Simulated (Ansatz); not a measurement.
## Li$_{3}$: one change and its effect

System: Li$_{3}$, charge +1, multiplicity 5.
Method of run A: UKS r2SCAN/def2-TZVP (Ansatz 0.2.0).

The geometry: r2SCAN/def2-TZVP start. Text and figures count atoms from 1; the logs count them from 0 in places.

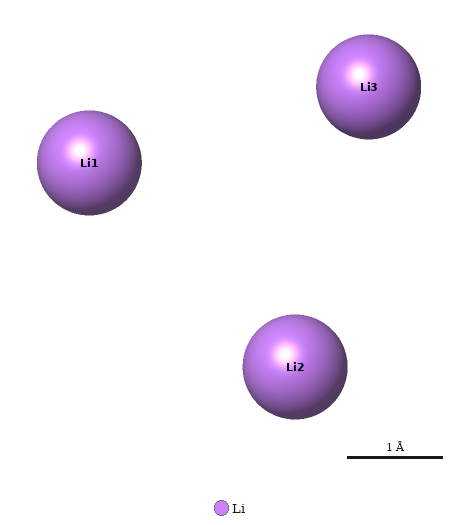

Fig. 1: The starting structure (ball-and-stick view, seen on its broad side; atoms are numbered from 1 in the order of the input).

Input, run A:
```yaml
crystal:
  periodic: [false, false, false]
  atoms:
    - {symbol: Li, position_ang: [1.707108, 0.182192, 0.393565]}
    - {symbol: Li, position_ang: [-0.478066, -0.747906, -1.521189]}
    - {symbol: Li, position_ang: [-1.229042, 0.565714, 1.127624]}
basis:
  gaussian: {orbitals: def2-TZVP}
total_charge: 1
magnetization: {spin_polarized: true, initial_magnetization: 4}
hamiltonian: {xc: r2scan}
scf: {omitted_lower_state_checks: [starts]}
output: {orbitals: {seedname: orbitals}}
relax: {f_tol: 0.02, max_steps: 100}
```

Command:
```bash
ansatz run in.yaml --threads 4 --pin off --events-out ev --progress --plain --max-ram 3916MiB
```

Hardware: 4 threads of Arm Neoverse V2, 23 GiB of memory available, shared host.

Output, shortened to warnings, some set-up lines, iterations and results (run A):
```
[...]
mean field evaluation 1: about -549.7467 eV, gradient 1.8e1 eV
mean field evaluation 2: about -534.6090 eV, gradient 4.3e1 eV
mean field evaluation 4: about -541.2305 eV, gradient 3.2e1 eV
mean field evaluation 8: about -552.4096 eV, gradient 4.5e-2 eV
relax step   1: F+E_penalty+E_count = -552.40968335 eV  Δ(F+E_penalty+E_count) = +0.000e0 eV  max|allowed force component| = 2.043e-1 eV/Å  Δτ_max = 0.0000 Å  (46 SCF iters, …
mean field evaluation 16: about -552.4374 eV, gradient 4.9e-2 eV
relax step   2: F+E_penalty+E_count = -552.43753413 eV  Δ(F+E_penalty+E_count) = -2.785e-2 eV  max|allowed force component| = 1.219e-1 eV/Å  Δτ_max = 0.0558 Å  (32 SCF iters, …
relax step   3: F+E_penalty+E_count = -552.45635142 eV  Δ(F+E_penalty+E_count) = -1.882e-2 eV  max|allowed force component| = 3.469e-2 eV/Å  Δτ_max = 0.0811 Å  (36 SCF iters, …
mean field evaluation 32: about -552.4597 eV, gradient 4.4e-1 eV
relax step   4: F+E_penalty+E_count = -552.45871511 eV  Δ(F+E_penalty+E_count) = -2.364e-3 eV  max|allowed force component| = 6.285e-3 eV/Å  Δτ_max = 0.0601 Å  (31 SCF iters, …
these checks for a lower state are left out or cut short: starts
387 factors; their error is unknown
mean field -552.45871511 eV, -20.3024833104 hartree, gradient 2.3e-5 eV, S^2 6.000871; 0 other end points of the search recorded, 0 dependent functions left out
the calculation of the forces begins
reference -552.45874177 eV, -20.3024842900 hartree; 6, 2 occupied and 36, 40 virtual orbitals, 387 factors
Total energy: -552.45874177 eV, -20.3024842900 hartree
Atom 0 at     1.894225     0.202180     0.436740 Å, force    -0.005801    -0.000621    -0.001341 eV/Å
Atom 1 at    -0.529626    -0.831427    -1.691038 Å, force     0.001312     0.003095     0.006285 eV/Å
Atom 2 at    -1.364600     0.629247     1.254298 Å, force     0.004489    -0.002474    -0.004944 eV/Å
Dipole moment:    -0.001627    -0.000176    -0.000379 e Å
Checks for a lower state left out: starts
```

Run B used a changed input.

The two runs side by side:

| quantity | run A | run B |
| --- | --- | --- |
| outcome | converged | converged |
| total energy (hartree) | −20.302484 | −22.310312 |
| HOMO (eV) | −7.99 | −7.24 |
| LUMO (eV) | −64.11 | −4.87 |
| ⟨S²⟩ | 6.001 | 2.000 |
| largest force (eV/Å) | 0.007 | 0.000 |
| basis functions | 42 | 42 |
| wall time (shared host) | 2.4 s | 7.5 s |

What was changed in the input?

The change (lines with − go, lines with + come):
```diff
-magnetization: {spin_polarized: true, initial_magnetization: 4}
+magnetization: {spin_polarized: true, initial_magnetization: 2}
```

With the same method and basis, run B lies 1259.9 kcal/mol lower. The HOMO goes from −7.99 to −7.24 eV. The LUMO goes from −64.11 to −4.87 eV. On the same kind of shared host run B took about 3.2 times as long.

Output, shortened to warnings, some set-up lines, iterations and results (run B):
```
[...]
mean field evaluation 1: about -606.2607 eV, gradient 2.1e0 eV
mean field evaluation 2: about -606.2842 eV, gradient 3.3e-1 eV
mean field evaluation 4: about -606.2815 eV, gradient 5.6e-2 eV
mean field evaluation 8: about -606.2821 eV, gradient 3.5e-2 eV
mean field evaluation 16: about -606.2834 eV, gradient 1.6e-2 eV
[... 14 lines ...]
mean field evaluation 128: about -607.0912 eV, gradient 2.4e-5 eV
relax step  12: F+E_penalty+E_count = -607.09117264 eV  Δ(F+E_penalty+E_count) = -8.331e-3 eV  max|allowed force component| = 1.966e-2 eV/Å  Δτ_max = 0.1930 Å  (24 SCF iters, …
relax step  13: F+E_penalty+E_count = -607.09374133 eV  Δ(F+E_penalty+E_count) = -2.569e-3 eV  max|allowed force component| = 2.076e-2 eV/Å  Δτ_max = 0.1767 Å  (23 SCF iters, …
relax step  14: F+E_penalty+E_count = -607.09415022 eV  Δ(F+E_penalty+E_count) = -4.089e-4 eV  max|allowed force component| = 1.387e-2 eV/Å  Δτ_max = 0.0115 Å  (22 SCF iters, …
relax step  15: F+E_penalty+E_count = -607.09447113 eV  Δ(F+E_penalty+E_count) = -3.209e-4 eV  max|allowed force component| = 4.490e-4 eV/Å  Δτ_max = 0.0229 Å  (22 SCF iters, …
these checks for a lower state are left out or cut short: starts
387 factors; their error is unknown
mean field -607.09447113 eV, -22.3103103106 hartree, gradient 1.6e-5 eV, S^2 2.000030; 0 other end points of the search recorded, 0 dependent functions left out
the calculation of the forces begins
reference -607.09452251 eV, -22.3103121986 hartree; 5, 3 occupied and 37, 39 virtual orbitals, 387 factors
Total energy: -607.09452251 eV, -22.3103121986 hartree
Atom 0 at     3.100722    -0.404787    -0.774734 Å, force     0.000429    -0.000070    -0.000137 eV/Å
Atom 1 at    -0.000156    -0.000247    -0.000502 Å, force     0.000020     0.000026     0.000054 eV/Å
Atom 2 at    -3.100566     0.405033     0.775236 Å, force    -0.000449     0.000044     0.000083 eV/Å
Dipole moment:     0.000063     0.000098     0.000199 e Å
Checks for a lower state left out: starts
```
